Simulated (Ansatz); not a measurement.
## Molecular dynamics, with input and output: CH$_{9}$NSi (part 1 of 2)

The run: molecular dynamics of CH$_{9}$NSi. Method and program: RKS PBE0-D4/def2-SVP (Ansatz 0.2.0).

Some settings of this run were made unusual or wrong on purpose. Figures and captions count atoms from 1; the log counts them from 0 in places.

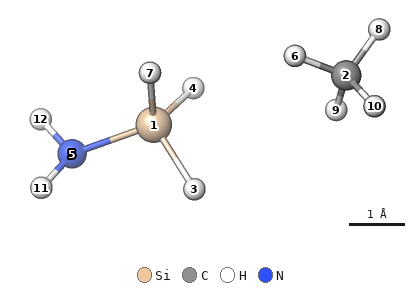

The input geometry (ball-and-stick view, seen at a tilt; atoms are numbered from 1 in the order of the input).

## What the run reported

```tsv
quantity	value
outcome	finished
mean temperature over the second half	9354 K
trajectory	25 steps, 6.25 fs
ensemble	nve
temperature in the input	20000 K
time step	0.25 fs
potential energy (last step)	−10525.0649 eV
mean-field energy (last step)	−10524.8893 eV
dispersion energy (last step)	−0.1755 eV
SCF solution under orbital rotations (last step)	stable
largest force (length of the vector) (last step)	6.996 eV/Å
dipole moment (last step)	1.51 D
hardware	4 threads of Arm Neoverse V1, 23 GiB of memory available, shared host
wall time	26 s (CPU time 91 s)
peak memory	0.47 GiB
```

The input was spoiled on purpose: far too hot. The program still converged, but the numbers can't be taken as results for the intended system. So short a trajectory is not equilibrated.

## Input file
```yaml
crystal:
  periodic: [false, false, false]
  atoms:
    - {symbol: Si, position_ang: [-0.685146, -0.761528, -0.647751]}
    - {symbol: C, position_ang: [1.474198, 1.641443, 1.413739]}
    - {symbol: H, position_ang: [0.496886, -0.292618, -1.415435]}
    - {symbol: H, position_ang: [-1.492212, 0.390801, -0.170981]}
    - {symbol: N, position_ang: [-1.668986, -1.692132, -1.708784]}
    - {symbol: H, position_ang: [1.220328, 0.603236, 1.627107]}
    - {symbol: H, position_ang: [-0.174338, -1.476105, 0.560999]}
    - {symbol: H, position_ang: [1.184197, 2.265606, 2.258453]}
    - {symbol: H, position_ang: [0.944819, 1.972113, 0.520662]}
    - {symbol: H, position_ang: [2.548164, 1.724917, 1.249923]}
    - {symbol: H, position_ang: [-1.249969, -2.419518, -2.265627]}
    - {symbol: H, position_ang: [-2.597941, -1.956115, -1.422304]}
basis:
  gaussian: {orbitals: def2-SVP}
hamiltonian: {xc: pbe0, dispersion: d4}
md: {n_steps: 25, timestep: 0.25, temperature: 20000, ensemble: nve, seed: 478, initial_velocities: maxwell_boltzmann}
```

Run as:
```bash
ansatz run in.yaml --threads 4 --pin off --events-out ev --progress --plain --max-ram 9574MiB
```

## Log
```
Functional definition: PBE0
  name "PBE0"
  cite "Adamo & Barone, J. Chem. Phys. 110, 6158 (1999) doi:10.1063/1.478522"
  cite "Perdew, Burke & Ernzerhof, Phys. Rev. Lett. 77, 3865 (1996) doi:10.1103/PhysRevLett.77.3865"
  parent pbe
  parameter a = 0.25
  parameter kappa = 0.804
  parameter beta = 0.06672455060314922
  exchange = (1 - a)*pbe_x(kappa = kappa, mu = beta*pi^2/3) + a*exact_x
  correlation = pbe_c(beta = beta)
990 factors; integrals over basis functions are off by at most 3.1e-4 eV
mean field evaluation 1: about -10532.8677 eV, gradient 6.0e1 eV
mean field evaluation 2: about -10527.6999 eV, gradient 7.5e1 eV
mean field evaluation 4: about -10540.6361 eV, gradient 2.7e0 eV
mean field evaluation 8: about -10540.6636 eV, gradient 5.7e-2 eV
mean field -10540.66365443 eV, -387.3622445820 hartree, gradient 4.6e-5 eV, S^2 0.000000; 0 other end points of the search recorded, 0 dependent functions left out
the calculation of the forces begins
reference -10540.66368403 eV, -387.3622456696 hartree; 18, 18 occupied and 73, 73 virtual orbitals, 990 factors
md step     0: t =     0.00 fs  T = 20000.0 K  F+E_penalty+E_count = -10540.78591236 eV  E_kin = 25.852000 eV  conserved = -10514.93391257 eV  (22 SCF iters)
these checks for a lower state are left out or cut short: starts, cluster_reference, orbital_swaps, neighbouring_geometries, increment
990 factors; integrals over basis functions are off by at most 3.2e-4 eV
mean field evaluation 16: about -10540.4354 eV, gradient 4.2e0 eV
mean field -10540.49985703 eV, -387.3562251385 hartree, gradient 8.7e-5 eV, S^2 0.000000; 0 other end points of the search recorded, 0 dependent functions left out
the calculation of the forces begins
reference -10540.49988679 eV, -387.3562262321 hartree; 18, 18 occupied and 73, 73 virtual orbitals, 990 factors
md step     1: t =     0.25 fs  T = 19873.0 K  F+E_penalty+E_count = -10540.62257132 eV  E_kin = 25.687904 eV  conserved = -10514.93466744 eV  (23 SCF iters, 3 dispersion substeps)
[... from here on the SCF iterations and repeated set-up lines of each step are left out, up to the last step ...]
md step     2: t =     0.50 fs  T = 19486.7 K  F+E_penalty+E_count = -10540.12154747 eV  E_kin = 25.188456 eV  conserved = -10514.93309158 eV  (26 SCF iters, 3 dispersion substeps)
md step     3: t =     0.75 fs  T = 18861.1 K  F+E_penalty+E_count = -10539.30944860 eV  E_kin = 24.379892 eV  conserved = -10514.92955661 eV  (26 SCF iters, 3 dispersion substeps)
md step     4: t =     1.00 fs  T = 18039.0 K  F+E_penalty+E_count = -10538.24157081 eV  E_kin = 23.317269 eV  conserved = -10514.92430211 eV  (27 SCF iters, 3 dispersion substeps)
md step     5: t =     1.25 fs  T = 17082.2 K  F+E_penalty+E_count = -10536.99822749 eV  E_kin = 22.080516 eV  conserved = -10514.91771141 eV  (24 SCF iters, 3 dispersion substeps)
md step     6: t =     1.50 fs  T = 16066.8 K  F+E_penalty+E_count = -10535.67858006 eV  E_kin = 20.767936 eV  conserved = -10514.91064438 eV  (24 SCF iters, 3 dispersion substeps)
md step     7: t =     1.75 fs  T = 15072.2 K  F+E_penalty+E_count = -10534.38690100 eV  E_kin = 19.482361 eV  conserved = -10514.90454024 eV  (24 SCF iters, 3 dispersion substeps)
md step     8: t =     2.00 fs  T = 14165.3 K  F+E_penalty+E_count = -10533.21069051 eV  E_kin = 18.310076 eV  conserved = -10514.90061469 eV  (24 SCF iters, 3 dispersion substeps)
md step     9: t =     2.25 fs  T = 13388.3 K  F+E_penalty+E_count = -10532.20534618 eV  E_kin = 17.305741 eV  conserved = -10514.89960547 eV  (26 SCF iters, 3 dispersion substeps)
md step    10: t =     2.50 fs  T = 12751.4 K  F+E_penalty+E_count = -10531.38373277 eV  E_kin = 16.482499 eV  conserved = -10514.90123356 eV  (26 SCF iters, 3 dispersion substeps)
md step    11: t =     2.75 fs  T = 12235.0 K  F+E_penalty+E_count = -10530.71932832 eV  E_kin = 15.814997 eV  conserved = -10514.90433130 eV  (25 SCF iters, 3 dispersion substeps)
md step    12: t =     3.00 fs  T = 11802.4 K  F+E_penalty+E_count = -10530.16333585 eV  E_kin = 15.255795 eV  conserved = -10514.90754121 eV  (27 SCF iters, 3 dispersion substeps)
md step    13: t =     3.25 fs  T = 11414.1 K  F+E_penalty+E_count = -10529.66369103 eV  E_kin = 14.753820 eV  conserved = -10514.90987097 eV  (27 SCF iters, 3 dispersion substeps)
md step    14: t =     3.50 fs  T = 11038.7 K  F+E_penalty+E_count = -10529.17955705 eV  E_kin = 14.268656 eV  conserved = -10514.91090060 eV  (27 SCF iters, 3 dispersion substeps)
md step    15: t =     3.75 fs  T = 10658.7 K  F+E_penalty+E_count = -10528.68816642 eV  E_kin = 13.777475 eV  conserved = -10514.91069177 eV  (27 SCF iters, 3 dispersion substeps)
md step    16: t =     4.00 fs  T = 10270.1 K  F+E_penalty+E_count = -10528.18467402 eV  E_kin = 13.275111 eV  conserved = -10514.90956311 eV  (30 SCF iters, 3 dispersion substeps)
md step    17: t =     4.25 fs  T =  9879.2 K  F+E_penalty+E_count = -10527.67783287 eV  E_kin = 12.769910 eV  conserved = -10514.90792258 eV  (31 SCF iters, 3 dispersion substeps)
md step    18: t =     4.50 fs  T =  9498.7 K  F+E_penalty+E_count = -10527.18423785 eV  E_kin = 12.278063 eV  conserved = -10514.90617510 eV  (32 SCF iters, 3 dispersion substeps)
md step    19: t =     4.75 fs  T =  9142.9 K  F+E_penalty+E_count = -10526.72270793 eV  E_kin = 11.818053 eV  conserved = -10514.90465456 eV  (34 SCF iters, 3 dispersion substeps)
md step    20: t =     5.00 fs  T =  8824.1 K  F+E_penalty+E_count = -10526.30968258 eV  E_kin = 11.406087 eV  conserved = -10514.90359582 eV  (36 SCF iters, 3 dispersion substeps)
md step    21: t =     5.25 fs  T =  8550.9 K  F+E_penalty+E_count = -10525.95610695 eV  E_kin = 11.052950 eV  conserved = -10514.90315676 eV  (36 SCF iters, 3 dispersion substeps)
md step    22: t =     5.50 fs  T =  8326.2 K  F+E_penalty+E_count = -10525.66591079 eV  E_kin = 10.762471 eV  conserved = -10514.90344020 eV  (37 SCF iters, 3 dispersion substeps)
md step    23: t =     5.75 fs  T =  8146.6 K  F+E_penalty+E_count = -10525.43494018 eV  E_kin = 10.530330 eV  conserved = -10514.90461033 eV  (37 SCF iters, 3 dispersion substeps)
md step    24: t =     6.00 fs  T =  7997.6 K  F+E_penalty+E_count = -10525.24449058 eV  E_kin = 10.337686 eV  conserved = -10514.90680497 eV  (37 SCF iters, 3 dispersion substeps)
these checks for a lower state are left out or cut short: starts, cluster_reference, orbital_swaps, neighbouring_geometries, increment
992 factors; integrals over basis functions are off by at most 1.3e-3 eV
mean field -10524.88928782 eV, -386.7825473013 hartree, gradient 2.7e-5 eV, S^2 0.000000; 0 other end points of the search recorded, 0 dependent functions left out
the calculation of the forces begins
reference -10524.88931839 eV, -386.7825484245 hartree; 18, 18 occupied and 73, 73 virtual orbitals, 992 factors
992 factors; integrals over basis functions are off by at most 1.3e-3 eV
mean field evaluation 192: about -10498.5978 eV, gradient 6.8e1 eV
mean field -10524.88928782 eV, -386.7825473013 hartree, gradient 2.7e-5 eV, S^2 0.000000; 1 other end points of the search recorded, 0 dependent functions left out
the calculation of the forces begins
reference -10524.88931839 eV, -386.7825484245 hartree; 18, 18 occupied and 73, 73 virtual orbitals, 992 factors
md step    25: t =     6.25 fs  T =  7856.8 K  F+E_penalty+E_count = -10525.06483535 eV  E_kin = 10.155744 eV  conserved = -10514.90909183 eV  (30 SCF iters, 3 dispersion substeps)
```

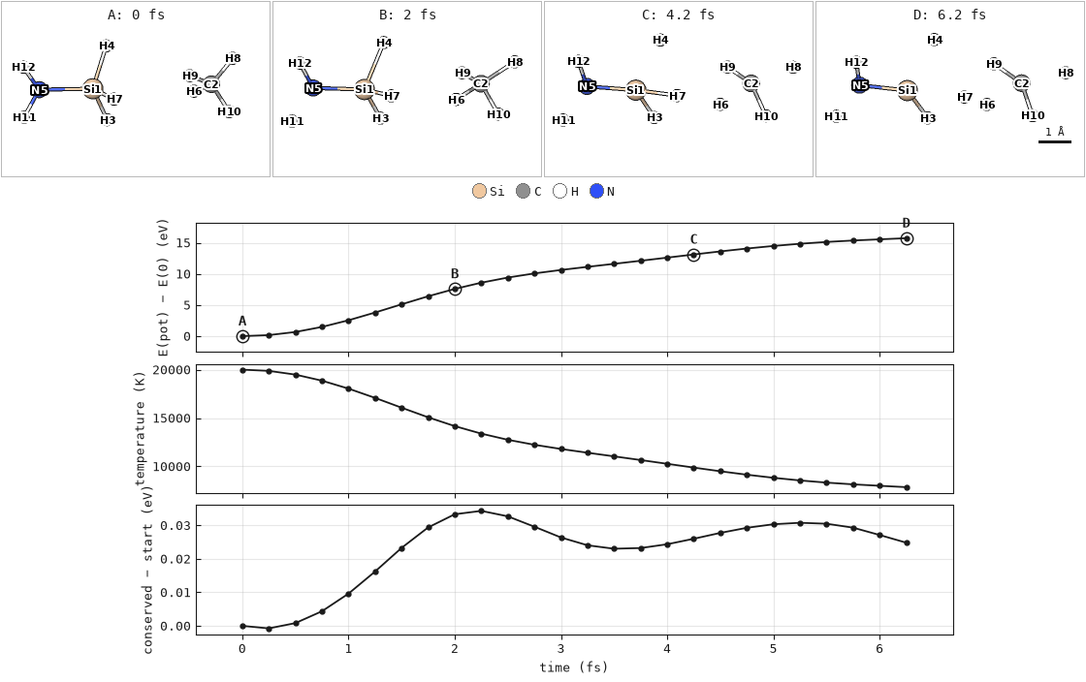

Frames of the molecular dynamics (ball-and-stick, seen at a tilt) above the curves, on which the letters mark them. The trajectory kept here has 26 frames over 6.25 fs. The temperature starts at 20000 K, ranges from 7857 to 20000 K and averages 9354 K over the second half. The potential energy ends 15.721 eV above its first value. The conserved quantity stays within 0.035 eV. After an unweighted best fit of the last frame on the first, the root-mean-square displacement is 0.74 Å, and H7 has moved furthest (1.21 Å).

```
Total energy: -10525.06486591 eV, -386.7889996770 hartree
Atom 0 at    -0.645635    -0.926304    -0.601817 Å, force     3.113256     4.932997     3.861448 eV/Å
Atom 1 at     1.281903     1.624873     1.305889 Å, force     1.658805     3.540352     0.279963 eV/Å
Atom 2 at     0.512774    -0.202378    -1.236691 Å, force    -0.285697     0.031596    -0.248570 eV/Å
Atom 3 at    -1.508268     0.102813     0.678983 Å, force     0.955939    -1.572584    -1.935602 eV/Å
Atom 4 at    -1.627076    -1.336133    -1.808675 Å, force    -2.550980    -4.671988    -0.417193 eV/Å
Atom 5 at     1.162770     0.213864     0.848267 Å, force    -1.600139    -0.885789     1.102224 eV/Å
Atom 6 at     0.529518    -0.394272     0.796942 Å, force     0.349253    -0.718818     0.438060 eV/Å
Atom 7 at     1.848903     2.920205     1.941624 Å, force    -2.374970    -3.778926    -1.117290 eV/Å
Atom 8 at     0.320145     2.002403     0.431234 Å, force     4.107854    -1.378540     2.067817 eV/Å
Atom 9 at     2.296611     0.928010     1.537935 Å, force    -2.028343     2.396976    -2.131480 eV/Å
Atom 10 at    -1.338466    -3.292397    -1.584038 Å, force    -0.282165     1.871326    -0.526034 eV/Å
Atom 11 at    -2.335959    -1.624386    -1.078111 Å, force    -1.062815     0.233398    -1.373344 eV/Å
Dipole moment:     0.086741    -0.209854     0.218290 e Å
```

## Trajectory as extended XYZ (Å, eV, eV/Å), 26 frames, from step=0 to step=25
```
12
Properties=species:S:1:pos:R:3:forces:R:3 step=0 time_fs=0.0 energy=-10540.78591 temperature=20000.0
Si   -0.6851   -0.7615   -0.6478    0.0611   0.0433   0.0730
C     1.4742    1.6414    1.4137    0.0015   0.0000   0.0011
H     0.4969   -0.2926   -1.4154    0.1333   0.0619  -0.0663
H    -1.4922    0.3908   -0.1710   -0.0703   0.1316   0.0610
N    -1.6690   -1.6921   -1.7088   -0.0345   0.1205  -0.1225
H     1.2203    0.6032    1.6271   -0.0717  -0.2861   0.0563
H    -0.1743   -1.4761    0.5610    0.0773  -0.0556   0.1552
H     1.1842    2.2656    2.2585   -0.0794   0.1702   0.2305
H     0.9448    1.9721    0.5207   -0.1483   0.0877  -0.2482
H     2.5482    1.7249    1.2499    0.2926   0.0227  -0.0452
H    -1.2500   -2.4195   -2.2656    0.1180  -0.2164  -0.1720
H    -2.5979   -1.9561   -1.4223   -0.2798  -0.0799   0.0771
12
Properties=species:S:1:pos:R:3:forces:R:3 step=1 time_fs=0.2 energy=-10540.62257 temperature=19873.0
Si   -0.6831   -0.7693   -0.6455   -0.2922   1.0380  -0.2972
C     1.4639    1.6422    1.4060    0.4205  -0.7831   1.5910
H     0.4917   -0.2943   -1.4002    0.2741   0.1634  -0.2157
H    -1.4951    0.3846   -0.1279    0.0399  -0.0656  -0.1434
N    -1.6657   -1.6743   -1.7122   -0.2407  -1.8580  -1.0627
H     1.2254    0.5715    1.5829   -0.1518   0.5077   0.3027
H    -0.1667   -1.4145    0.5308    0.4342  -0.7290   1.0377
H     1.2198    2.3140    2.2519   -0.1517  -0.4909  -0.0806
H     0.9336    1.9598    0.5509   -0.6192   0.5826  -1.4405
H     2.5390    1.6836    1.2749    0.5015   0.1833  -0.3752
H    -1.2466   -2.4834   -2.2448   -0.5701   1.2979   0.8109
H    -2.6012   -1.9500   -1.3983    0.3556   0.1537  -0.1271
12
Properties=species:S:1:pos:R:3:forces:R:3 step=2 time_fs=0.5 energy=-10540.12155 temperature=19486.7
Si   -0.6811   -0.7770   -0.6433   -0.7454   2.0653  -0.8582
C     1.4537    1.6430    1.3984    1.1266  -1.5308   3.2894
H     0.4867   -0.2959   -1.3850    0.4151   0.2694  -0.3730
H    -1.4979    0.3784   -0.0849    0.1365  -0.2427  -0.3506
N    -1.6623   -1.6566   -1.7156   -0.6129  -3.5993  -1.6106
H     1.2304    0.5400    1.5388   -0.2516   1.2052   0.5752
H    -0.1589   -1.3534    0.5012    0.9112  -1.4533   2.1366
H     1.2554    2.3620    2.2452   -0.2604  -1.1382  -0.3819
H     0.9220    1.9478    0.5803   -1.2436   1.1337  -2.7977
H     2.5302    1.6423    1.2996    0.6332   0.3352  -0.6842
H    -1.2436   -2.5464   -2.2234   -1.0254   2.5795   1.4024
H    -2.6042   -1.9437   -1.3743    0.9167   0.3761  -0.3475
12
Properties=species:S:1:pos:R:3:forces:R:3 step=3 time_fs=0.8 energy=-10539.30945 temperature=18861.1
Si   -0.6791   -0.7847   -0.6411   -1.3036   3.0770  -1.6062
C     1.4435    1.6436    1.3910    2.1136  -2.2387   5.0253
H     0.4820   -0.2973   -1.3701    0.5540   0.3789  -0.5364
H    -1.5007    0.3720   -0.0422    0.2174  -0.3977  -0.5560
N    -1.6590   -1.6390   -1.7192   -1.1030  -5.0363  -1.8588
H     1.2352    0.5093    1.4951   -0.3685   1.7899   0.8617
H    -0.1505   -1.2931    0.4729    1.5159  -2.1838   3.4385
H     1.2907    2.4094    2.2383   -0.4042  -1.7458  -0.6482
H     0.9097    1.9365    0.6081   -2.0119   1.7207  -4.2631
H     2.5218    1.6013    1.3239    0.6800   0.4839  -0.9716
H    -1.2411   -2.6080   -2.2013   -1.2848   3.5715   1.6886
H    -2.6066   -1.9372   -1.3505    1.3952   0.5804  -0.5737
12
Properties=species:S:1:pos:R:3:forces:R:3 step=4 time_fs=1.0 energy=-10538.24157 temperature=18039.0
Si   -0.6772   -0.7923   -0.6390   -1.9555   4.0109  -2.5002
C     1.4334    1.6442    1.3838    3.3225  -2.8925   6.6957
H     0.4775   -0.2985   -1.3555    0.6879   0.4902  -0.7040
H    -1.5033    0.3654    0.0003    0.2815  -0.5301  -0.7555
N    -1.6558   -1.6217   -1.7228   -1.6565  -6.1698  -1.9036
H     1.2398    0.4796    1.4520   -0.4977   2.2581   1.1503
H    -0.1411   -1.2341    0.4466    2.2374  -2.8605   4.8921
H     1.3259    2.4557    2.2311   -0.5756  -2.2935  -0.8640
H     0.8962    1.9262    0.6332   -2.8798   2.3076  -5.7369
H     2.5138    1.5605    1.3476    0.6445   0.6353  -1.2378
H    -1.2395   -2.6673   -2.1781   -1.3985   4.2819   1.7617
H    -2.6083   -1.9304   -1.3271    1.7898   0.7624  -0.7978
12
Properties=species:S:1:pos:R:3:forces:R:3 step=5 time_fs=1.2 energy=-10536.99823 temperature=17082.2
Si   -0.6753   -0.7998   -0.6369   -2.6645   4.7975  -3.4534
C     1.4235    1.6446    1.3769    4.6384  -3.4626   8.1659
H     0.4735   -0.2994   -1.3413    0.8140   0.6014  -0.8730
H    -1.5057    0.3584    0.0423    0.3286  -0.6404  -0.9457
N    -1.6526   -1.6046   -1.7265   -2.2282  -7.0303  -1.8223
H     1.2441    0.4513    1.4095   -0.6330   2.6150   1.4306
H    -0.1305   -1.1769    0.4233    3.0388  -3.4152   6.4005
H     1.3607    2.5007    2.2233   -0.7644  -2.7684  -1.0225
H     0.8809    1.9173    0.6550   -3.7606   2.8428  -7.0792
H     2.5061    1.5201    1.3706    0.5386   0.7935  -1.4839
H    -1.2387   -2.7242   -2.1538   -1.4116   4.7463   1.6970
H    -2.6088   -1.9231   -1.3041    2.1038   0.9205  -1.0139
12
Properties=species:S:1:pos:R:3:forces:R:3 step=6 time_fs=1.5 energy=-10535.67858 temperature=16066.8
Si   -0.6734   -0.8072   -0.6349   -3.3634   5.3742  -4.3347
C     1.4138    1.6448    1.3705    5.9021  -3.9061   9.2851
H     0.4700   -0.3000   -1.3276    0.9288   0.7100  -1.0404
H    -1.5080    0.3511    0.0837    0.3598  -0.7301  -1.1235
N    -1.6495   -1.5878   -1.7302   -2.7882  -7.6529  -1.6693
H     1.2480    0.4245    1.3678   -0.7690   2.8701   1.6943
H    -0.1180   -1.1216    0.4038    3.8527  -3.7845   7.8232
H     1.3950    2.5440    2.2149   -0.9597  -3.1646  -1.1241
H     0.8634    1.9102    0.6725   -4.5299   3.2664  -8.1306
H     2.4988    1.4802    1.3927    0.3810   0.9601  -1.7101
H    -1.2387   -2.7782   -2.1286   -1.3580   5.0029   1.5484
H    -2.6081   -1.9153   -1.2818    2.3438   1.0544  -1.2183
```
